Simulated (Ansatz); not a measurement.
```xyz
11

Ga   -0.0570   -0.2978    0.0716
N    -0.1365    0.0672    1.8718
H    -0.9324   -0.2268    2.4077
H     0.6980   -0.0738    2.4122
O     1.5782   -0.3691   -0.6051
H     1.7238   -0.4463   -1.5331
N    -1.5394   -0.5302   -0.9391
H    -2.4726   -0.4227   -0.5950
H    -1.5343   -0.6396   -1.9333
Br   -0.6494    3.5343    2.2067
H    -0.3957    2.1321    2.1089
```

Method: Ansatz 0.2.0, RHF/def2-SVP.

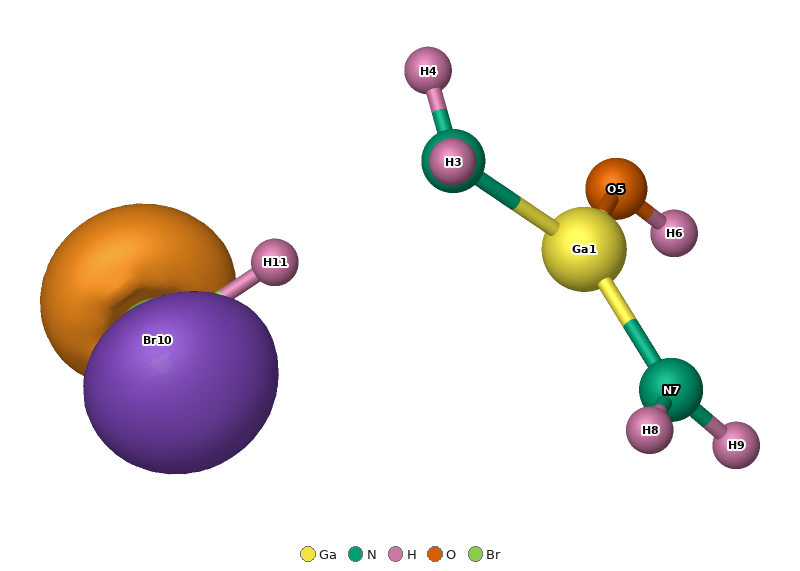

GaH5N2O···HBr. The HOMO−1 at ±0.2 Å⁻³ᐟ² (orange and purple are the two phases), seen at an oblique angle.

**Describe this orbital and give its energy.**

It lies mainly on Br10 (about 95 %); largely a lone pair of Br10. Its energy is −10.95 eV.
